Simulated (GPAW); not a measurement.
# SiO2 (Quartz, P3_121): the Si K absorption edge, part 2 of 2

What does one-electron theory with a core hole give for the Si K edge of SiO2 (Quartz, P3_121)?

GPAW 26.7.0; X-ray absorption from dipole matrix elements to empty bands, plane-wave PAW PBE.

So far. Step 2 (The field without a hole): The mesh shows a gap of 6.01 eV, so the hole is first treated in a charged cell, without the excited electron. Step 3 (Spectrum without a core hole, Si atom 1): Main maxima below 24 eV (height): 3.9 eV (2.05), 9.4 eV (1.36) and 22.5 eV (1.30). A K edge sees empty p states on the absorber.

**5. Spectrum with FCH, Si atom 1**

The holes are 4.9 Å apart. In GPAW the data set carries the hole's charge, so charge=0 means a charged cell and charge=-1 a neutral one. The excited electron is left out and a uniform background balances the charge. After the field has converged, empty bands are computed with the density fixed and the dipole matrix elements are summed.

Contents of xas.py:

```python
import numpy as np
from ase import Atoms
from ase.parallel import parprint, paropen
from gpaw import GPAW, PW, FermiDirac, Mixer, MixerDif, setup_paths
from gpaw.test import gen
setup_paths.insert(0, '.')
gen('Si', name='fch1s', xcname='PBE', corehole=(1, 0, 1), write_xml=True)

atoms = Atoms('Si3O6',
    cell=[[2.4579, -4.25720768, 0],
     [-2.4579, -4.25720768, 0],
     [0, 0, -5.4091]],
    scaled_positions=[[0, 0.5303, 0],
     [0.4697, 0, 0.33333333],
     [0.5303, 0.4697, 0.66666667],
     [0.5858, 0.1462, 0.54766667],
     [0.1462, 0.268, 0.21433333],
     [0.268, 0.5858, 0.881],
     [0.4142, 0.732, 0.45233333],
     [0.8538, 0.4142, 0.78566667],
     [0.732, 0.8538, 0.119]],
    pbc=True)
atoms.calc = calc = GPAW(legacy_gpaw=True, mode=PW(500), xc='PBE', setups={0: 'fch1s'},
    kpts={'size': (4, 4, 4), 'gamma': True}, occupations=FermiDirac(0.02),
    charge=0, mixer=Mixer(0.1, 5, 50), maxiter=150,
    convergence={'density': 0.0001}, txt='scf.txt')
energy = atoms.get_potential_energy() + calc.get_reference_energy()
ef = calc.get_fermi_level()
out = dict(energy=energy, fermi=ef, forces=atoms.get_forces().tolist())
parprint(f'all-electron energy {energy:.4f} eV, Fermi level {ef:.4f} eV')
ev = np.array([[calc.get_eigenvalues(k, s) for k in range(len(calc.get_ibz_k_points()))] for s in range(calc.get_number_of_spins())])
out['homo'], out['lumo'], out['counts'] = ev[ev < ef].max(), ev[ev > ef].min(), sorted(set((ev < ef).sum((0, 2)).tolist()))
out['filled'] = (ev[:, 0] < ef).sum(1).tolist()

from gpaw.xas import XAS
nb = int(calc.get_number_of_electrons() / 2) + 70
top, nb = nb, nb + 8 + nb // 12
nscf = calc.fixed_density(kpts={'size': (5, 5, 4), 'gamma': True}, nbands=nb,
    convergence={'bands': top, 'eigenstates': 1e-5}, maxiter=60, txt='nscf.txt')
cell = atoms.cell.array
ops = [cell.T @ U.T @ np.linalg.inv(cell.T) for U in nscf.wfs.kd.symmetry.op_scc]
filled = [24]  # bands filled in the ground state, by spin
E = np.arange(-6, 34, 0.1)
fwhm = np.interp(E, [4, 25], [0.9, 3.5])
Y, X, zero, highest = 0, 0, 1e9, 1e9
for spin in range(nscf.get_number_of_spins()):
    xas = XAS(nscf, mode='all', center=0, spin=spin)
    eps = xas.eps_kn
    d = xas.sigma_cmkn  # core-to-band dipole matrix elements, k weights included
    T = np.einsum('amkn,bmkn->abkn', d, d.conj()).real
    T = sum(np.einsum('ai,ijkn,bj->abkn', R, T, R) for R in ops) / len(ops)
    empty = np.ones_like(eps, bool) & (np.arange(nb) >= filled[spin])
    zero, highest = min(zero, eps[empty].min()), min(highest, eps[:, top - 1].min())
    lines = [(eps, T, empty)] if spin == 0 else lines + [(eps, T, empty)]
for eps, T, empty in lines:
    f = np.einsum('aakn->akn', T).reshape(3, -1)
    x = eps.ravel() - zero
    w = np.interp(x, E, fwhm) / 2.35482
    g = np.exp(-0.5 * ((E[:, None] - x) / w) ** 2) / (w * (2 * np.pi) ** 0.5)
    Y = Y + (f * empty.ravel()) @ g.T
    X = X + (f * ~empty.ravel()) @ g.T
out.update(E=E.round(2).tolist(), xas=Y.tolist(), xes=X.tolist(), zero=zero, valid=highest - zero, nk=len(eps), nb=nb)
for i in range(0, len(E), 10):
    parprint(f'{E[i]:7.2f}', *(f'{v:10.3e}' for v in Y[:, i]))
import json
with paropen('out.json', 'w') as f:
    json.dump(out, f)
```

Launch:

```sh
OMP_NUM_THREADS=1 python xas.py
```

Numbers of over 12 decimals in the logs are rounded to 6 here.

Output:

```text
Input parameters:
  convergence: {density: 0.0001}
  kpts: {gamma: True,
         size: (4, 4, 4)}
  maxiter: 150
  mixer: {backend: pulay,
          beta: 0.1,
          method: separate,
          nmaxold: 5,
          weight: 50}
  mode: {ecut: 500.0,
         name: pw}
  occupations: {fixmagmom: False,
                name: fermi-dirac,
                width: 0.02}
  setups: {0: fch1s}
  xc: PBE

Initialize ...

[... PAW data sets ...]

Reference energy: -34042.739012  # eV

Spin-paired calculation

[... convergence settings ...]
Symmetries present (total): 2
  [... symmetry matrices ...]

64 k-points: 4 x 4 x 4 Monkhorst-Pack grid + [1/8,1/8,1/8]
24 k-points in the irreducible part of the Brillouin zone
       k-points in crystal coordinates                weights
   0:     0.00000000    0.00000000    0.00000000          1/64
   1:     0.00000000    0.00000000    0.25000000          2/64
   2:     0.00000000    0.00000000    0.50000000          1/64
   3:     0.25000000    0.00000000   -0.25000000          2/64
   4:     0.25000000    0.00000000    0.00000000          2/64
   5:     0.25000000    0.00000000    0.25000000          2/64
   6:     0.25000000    0.00000000    0.50000000          2/64
   7:     0.25000000    0.25000000   -0.25000000          4/64
   8:     0.25000000    0.25000000    0.00000000          4/64
   9:     0.25000000    0.25000000    0.25000000          4/64
          ...
  23:     0.50000000    0.50000000    0.50000000          2/64

Wave functions: Plane wave expansion
  Cutoff energy: 500.000 eV
  Number of coefficients (min, max): 2840, 2894
  Pulay-stress correction: 0.000000 eV/Ang^3 (de/decut=0.000000)
  Using FFTW library
  Wavefunction extrapolation:
    Improved wavefunction reuse through dual PAW basis

Occupation numbers: Fermi-Dirac:
  width: 0.0200  # eV

Eigensolver
   Davidson(niter=2)

Densities:
  Coarse grid: 27*27*28 grid
  Fine grid: 54*54*56 grid
  Total Charge: 1.000000

Density mixing:
  Method: separate
  Backend: pulay
  Linear mixing parameter: 0.1
  old densities: 5
  Width of damping distribution: 1.1
  Damping of long wavelength oscillations: 50

[... Hamiltonian set-up ...]
Number of atoms: 9
Number of atomic orbitals: 36
Number of bands in calculation: 33
Number of valence electrons: 48
Bands to converge: occupied

... initialized

Initializing position-dependent things.

Density initialized from atomic densities
Creating initial wave functions:
  33 bands from LCAO basis set

          Si
             O
                 Si

          O     O
          O
             Si
           O
              O

Atomic positions and initial magnetic moments

Positions:
   0 Si    -1.303424   -2.257597    0.000000    ( 0.0000,  0.0000,  0.0000)
   1 Si     1.154476   -1.999610   -1.803033    ( 0.0000,  0.0000,  0.0000)
   2 Si     0.148949   -4.257208   -3.606067    ( 0.0000,  0.0000,  0.0000)
   3 O      1.080493   -3.116276   -2.962384    ( 0.0000,  0.0000,  0.0000)
   4 O     -0.299372   -1.763335   -1.159350    ( 0.0000,  0.0000,  0.0000)
   5 O     -0.781121   -3.634804   -4.765417    ( 0.0000,  0.0000,  0.0000)
   6 O     -0.781121   -4.879611   -2.446716    ( 0.0000,  0.0000,  0.0000)
   7 O      1.080493   -5.398139   -4.249750    ( 0.0000,  0.0000,  0.0000)
   8 O     -0.299372   -6.751080   -0.643683    ( 0.0000,  0.0000,  0.0000)

Unit cell:
           periodic     x           y           z      points  spacing
  1. axis:    yes    2.457900   -4.257208    0.000000    27     0.1577
  2. axis:    yes   -2.457900   -4.257208    0.000000    27     0.1577
  3. axis:    yes    0.000000    0.000000   -5.409100    28     0.1932

  Lengths:   4.915800   4.915800   5.409100
  Angles:   90.000000  90.000000  60.000000

Effective grid spacing dv^(1/3) = 0.1770

iter:   1   -86.896860
iter:   2   -83.714916   -1.23  -0.75
iter:   3   -80.161492   -0.85  -0.84
iter:   4   -80.311201   -1.98  -1.24
iter:   5   -80.426831   -2.10  -1.43
iter:   6   -80.395252   -2.81  -2.08
iter:   7   -80.381100   -3.48  -2.16
iter:   8   -80.381038c  -3.83  -2.61
iter:   9   -80.380254c  -4.18  -2.81
iter:  10   -80.380084c  -5.28  -3.09
iter:  11   -80.380082c  -6.02  -3.56
iter:  12   -80.380069c  -6.47  -3.59
iter:  13   -80.380067c  -7.01  -3.73
iter:  14   -80.380067c  -7.23  -3.85
iter:  15   -80.380068c  -7.22  -3.94
iter:  16   -80.380069c  -7.81c -4.05c

Converged after 16 iterations.

Dipole moment: (0.027034, 0.046825, 0.000000) |e|*Ang

Energy contributions relative to reference atoms: (reference = -34042.739012)

Kinetic:        +43.857185
Potential:      -50.834310
External:        +0.000000
XC:             -71.963863
Entropy (-ST):   -0.000000
Local:           -1.439081
SIC:             +0.000000
--------------------------
Free energy:    -80.380069
Extrapolated:   -80.380069

Showing only first 2 kpts
 Kpt  Band  Eigenvalues  Occupancy
  0    22      0.73874    2.00000
  0    23      1.41162    2.00000
  0    24      6.88982    0.00000
  0    25      9.26524    0.00000

  1    22      1.01361    2.00000
  1    23      1.49515    2.00000
  1    24      7.41473    0.00000
[...]
Fermi level: 2.30715

Gap: 5.305 eV
Transition (v -> c):
  (s=0, k=14, n=23, [0.50, 0.00, 0.00]) -> (s=0, k=0, n=24, [0.00, 0.00, 0.00])
Direct/indirect transitions are different
Direct gap: 5.478 eV
Transition at: (s=0, k=0, n=23, [0.00, 0.00, 0.00])

Forces in eV/Ang:
  0 Si    0.00765    0.01326    0.00000
  1 Si    0.61822    0.20694   -2.12668
  2 Si   -0.12990    0.63886    2.12668
  3 O     0.41385   -0.10862   -0.28008
  4 O    -2.87228   -0.08734    2.19380
  5 O    -1.90034    2.13954   -2.41495
  6 O    -0.30099    0.30409    0.28008
  7 O     1.36050   -2.53114   -2.19380
  8 O     2.80307   -0.57598    2.41495
Scalar-relativistic atomic PBE calculation for Si (Silicon, Z=14)
Core hole in 1s state (1s occupation: 1.0)
450 radial gridpoints.
|------------------------------------------------|
|------------------------------------------------|
[... the atom generator's iteration count ...]

Energy contributions:
-------------------------
Kinetic:     +221.745190
XC:           -16.785200
Potential:   -426.372331
-------------------------
Total:       -221.412342

state      eigenvalue         ekin         rmax
-----------------------------------------------
1s^1.0 :   -71.206846    96.114624        0.072
2s^2.0 :    -6.491723    14.943914        0.433
2p^6.0 :    -4.995075    14.633345        0.356
3s^2.0 :    -0.832019     2.235437        1.584
3p^2.0 :    -0.528006     1.735896        1.752
-----------------------------------------------
(units: Bohr and Hartree)

Generating PAW setup
Kinetic energy of the core from tauc = 214.240136
Cutoffs:
rc(s)=2.000
rc(p)=2.000
rc(d)=2.000
rc(vbar)=1.800
rc(comp)=2.000
rc(nct)=2.000

Kinetic energy of the core states: 213.802523
Charge: 1.0
Core electrons: 9.0
Valence electrons: 4.0
Pseudo-core charge: 0.074419
Shape function alpha=2.500
Pseudo-electron charge 4.463919
state    eigenvalue         norm
--------------------------------
3s(2) :    -0.832019     1.189601
*s    :     0.167981
3p(2) :    -0.528006     1.005149
*p    :     0.471994
*d    :     0.000000
--------------------------------

Diagonalizing with gridspacing h=0.050

state   all-electron     PAW
-------------------------------
3s:      -0.832019    -0.832268
3p:      -0.528006    -0.528057
*d:                   -0.145245
*f:                   -0.019937
-------------------------------
all-electron energy -34123.1191 eV, Fermi level 2.3072 eV
[...]
31.00  2.960e-06  2.754e-06  3.035e-06
  32.00  2.784e-06  2.694e-06  2.942e-06
  33.00  2.725e-06  2.771e-06  2.957e-06
```

Wall time 4.2 min (1 thread of Arm Neoverse V2, shared host); peak memory 0.48 GiB.

The Si K spectrum, Si atom 1, full core hole (charged cell) (energy from the lowest empty level; intensity scaled to a mean of 1 over the first 20 eV; polarised curves are means over the symmetry-equivalent atoms):

```csv
E (eV),isotropic,ε ⊥ c,ε ∥ c
-2.0,0.00,0.00,0.00
-0.5,0.00,0.00,0.00
1.0,0.11,0.11,0.11
2.5,5.66,6.06,4.86
4.0,0.59,0.67,0.44
5.5,0.44,0.48,0.36
7.0,0.50,0.41,0.68
8.5,0.69,0.63,0.81
10.0,0.83,0.93,0.63
11.5,0.73,0.76,0.67
13.0,0.74,0.68,0.87
14.5,0.73,0.68,0.83
16.0,0.75,0.75,0.75
17.5,0.86,0.85,0.86
19.0,1.00,0.99,1.01
20.5,0.96,0.98,0.94
22.0,0.80,0.82,0.74
23.5,0.65,0.66,0.62
25.0,0.57,0.57,0.56
26.5,0.52,0.54,0.50
28.0,0.48,0.49,0.46
29.5,0.43,0.43,0.43
```

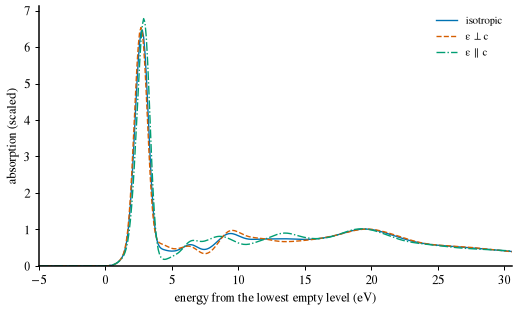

The Si K edge, Si atom 1, full core hole (charged cell): main maxima at 2.8, 9.4 and 19.5 eV.

Main maxima below 24 eV (height): 2.8 eV (6.46), 6.4 eV (0.58), 9.4 eV (0.89) and 19.5 eV (1.01). 

The hole costs E(hole) − E(ground) = 1849.96 eV, and the lowest empty level of the hole cell on the spectrum's mesh lies at 6.89 eV, which puts the zero at 1856.85 eV. One term is added: -14.97 eV, since the hole is spin-paired here and a spin-polarised one costs that much less in the free atom (computed apart). The photon energy is then 1841.88 eV. The tabulated edge of the element is 1839 eV. The functional and the charged cell's background leave an error of a few eV in such absolute values.

**6. Excitation energy, Si atom 1**

With the excited electron kept in the cell the system stays neutral, and the energy difference is an excitation energy by itself. In a small cell that electron takes up a good share of the lowest empty band, or all of one, which shifts the value from the true onset.

Changed against the first core-hole run: core hole to XCH, with the smearing that suits a partly filled band.

Contents of scf.py:

```python
import numpy as np
from ase import Atoms
from ase.parallel import parprint, paropen
from gpaw import GPAW, PW, FermiDirac, Mixer, MixerDif, setup_paths
from gpaw.test import gen
setup_paths.insert(0, '.')
gen('Si', name='fch1s', xcname='PBE', corehole=(1, 0, 1), write_xml=True)

atoms = Atoms('Si3O6',
    cell=[[2.4579, -4.25720768, 0],
     [-2.4579, -4.25720768, 0],
     [0, 0, -5.4091]],
    scaled_positions=[[0, 0.5303, 0],
     [0.4697, 0, 0.33333333],
     [0.5303, 0.4697, 0.66666667],
     [0.5858, 0.1462, 0.54766667],
     [0.1462, 0.268, 0.21433333],
     [0.268, 0.5858, 0.881],
     [0.4142, 0.732, 0.45233333],
     [0.8538, 0.4142, 0.78566667],
     [0.732, 0.8538, 0.119]],
    pbc=True)
atoms.calc = calc = GPAW(legacy_gpaw=True, mode=PW(500), xc='PBE', setups={0: 'fch1s'},
    kpts={'size': (4, 4, 4), 'gamma': True}, occupations=FermiDirac(0.04),
    charge=-1, mixer=Mixer(0.1, 5, 50), maxiter=150,
    convergence={'density': 0.0001}, txt='scf.txt')
energy = atoms.get_potential_energy() + calc.get_reference_energy()
ef = calc.get_fermi_level()
out = dict(energy=energy, fermi=ef, forces=atoms.get_forces().tolist())
parprint(f'all-electron energy {energy:.4f} eV, Fermi level {ef:.4f} eV')
ev = np.array([[calc.get_eigenvalues(k, s) for k in range(len(calc.get_ibz_k_points()))] for s in range(calc.get_number_of_spins())])
out['homo'], out['lumo'], out['counts'] = ev[ev < ef].max(), ev[ev > ef].min(), sorted(set((ev < ef).sum((0, 2)).tolist()))
out['filled'] = (ev[:, 0] < ef).sum(1).tolist()
import json
with paropen('out.json', 'w') as f:
    json.dump(out, f)
```

Launch:

```sh
OMP_NUM_THREADS=1 python scf.py
```

Output:

```text
Input parameters:
  charge: -1
  convergence: {density: 0.0001}
  kpts: {gamma: True,
         size: (4, 4, 4)}
  maxiter: 150
  mixer: {backend: pulay,
          beta: 0.1,
          method: separate,
          nmaxold: 5,
          weight: 50}
  mode: {ecut: 500.0,
         name: pw}
  occupations: {fixmagmom: False,
                name: fermi-dirac,
                width: 0.04}
  setups: {0: fch1s}
  xc: PBE

[...]
--------------------------------
3s(2) :    -0.832019     1.189601
*s    :     0.167981
3p(2) :    -0.528006     1.005149
*p    :     0.471994
*d    :     0.000000
--------------------------------

Diagonalizing with gridspacing h=0.050

state   all-electron     PAW
-------------------------------
3s:      -0.832019    -0.832268
3p:      -0.528006    -0.528057
*d:                   -0.145245
*f:                   -0.019937
-------------------------------
all-electron energy -34115.0785 eV, Fermi level 8.6187 eV
[key lines of the parts left out:]
Converged after 15 iterations.
Dipole moment: (-0.005852, -0.010136, 0.000000) |e|*Ang
Free energy:    -72.348363
Fermi level: 8.61873
```

It took 58 s on 1 thread; peak memory 0.24 GiB.

The total-energy difference is 1858.01 eV. With the free-atom term of -14.97 eV for this edge, the photon energy is 1843.04 eV.

**7. What the core hole does**

Both curves are counted from their own zero, so only the shift of weight within the empty states shows.

```
E (eV)  no hole   FCH
  -2.0     0.00  0.00
  -1.0     0.00  0.00
   0.0     0.00  0.00
   1.0     0.01  0.11
   2.0     0.10  2.22
   3.0     1.09  5.84
   4.0     2.04  0.59
   5.0     1.60  0.41
   6.0     1.41  0.54
   7.0     0.95  0.50
   8.0     0.82  0.53
   9.0     1.28  0.84
  10.0     1.20  0.83
  11.0     1.02  0.73
  12.0     1.05  0.74
  13.0     1.02  0.74
  14.0     0.98  0.74
  15.0     0.96  0.73
  16.0     0.93  0.75
  17.0     0.89  0.81
  18.0     0.93  0.91
  19.0     1.05  1.00
  20.0     1.16  1.00
  21.0     1.24  0.91
  22.0     1.29  0.80
  23.0     1.29  0.69
  24.0     1.24  0.61
  25.0     1.20  0.57
  26.0     1.19  0.54
  27.0     1.18  0.51
  28.0     1.12  0.48
  29.0     1.02  0.45
  30.0     0.88  0.41
```

With each curve scaled to its own mean, the area from −2 to 6 eV with the hole is 9.3 against 5.6, and the centre of weight from −1 to 20 eV moves by -1.8 eV: the hole pulls the absorber's empty states down.

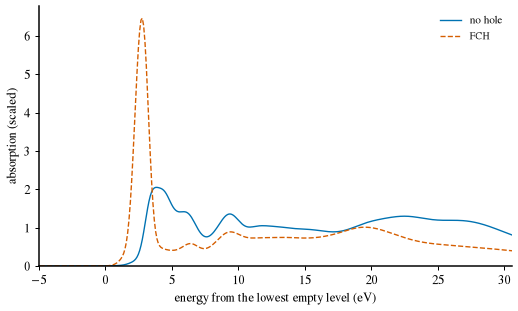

The Si K edge with and without the core hole, each from its own zero; the highest intensity below 16 eV lies at 2.8 eV with the hole.

**8. Results**

| Item | Value |
| --- | --- |
| absorber and edge | Si K, atom 1 of the ground-state input (counted from 1) |
| surroundings | 4 O at 1.61 Å (tetrahedral, site symmetry 2) |
| highest intensity below 16 eV | 2.8 eV above the zero, height 6.46 |
| photon energy of the zero, with the added terms | 1841.9 eV (raw 1856.9 eV; uncertain by a few eV) |

In words: The Si K edge of atom 1, with 4 O at 1.61 Å (tetrahedral, site symmetry 2), has its highest intensity of the first 16 eV at 2.8 eV above the zero, near 1845 eV in photon energy (uncertain by a few eV), 6.5 times the mean level of the first 20 eV (Gaussian full width 0.9 eV up to 4 eV, rising linearly to 3.5 eV at 25 eV). With each curve scaled to its own mean, the area from −2 to 6 eV with the hole is 9.3 against 5.6, and the centre of weight from −1 to 20 eV moves by -1.8 eV: the hole pulls the absorber's empty states down. The neutral-cell energy lies +1.2 eV from the charged-cell zero, a gap made of the charged-cell error and of where the added electron settles. At the Si K edge of atom 1 polarisation matters most near 3.2 eV, where the curves differ by 1.7 on this scale. The holes are only 4.9 Å apart, so the shape is probably not converged with cell size; no larger cell was run here. The mesh is coarse (0.30 Å⁻¹ between points), so small maxima may be mesh ripples. Lifetime broadening is put in by hand, and intensities beyond about 20 eV depend on it and on the partial waves; weight that the partial waves miss at high energy is lost. The structure is a published determination, not relaxed.

[Banner, clock and machine lines of the logs are left out without a mark of their own.]

[Logs are printed without paths, hosts, clocks, repeated set-up lines and the standing remarks that a program may print on its own settings, such as how far it seeks lower states.]

[Hosts, paths, dates, database ids (printed as entryN), source tags and the programs' standing remarks are cut or masked in the printed files.]

[Lists of maxima count a maximum above −3 eV only where it reaches 4 % of the highest in the window and stands out from its surroundings by 2 % of it (1.5 % where it reaches 55 %); shoulders and weaker maxima are passed over, and of the rest the first, up to two pre-edge ones and the few strongest are named.]
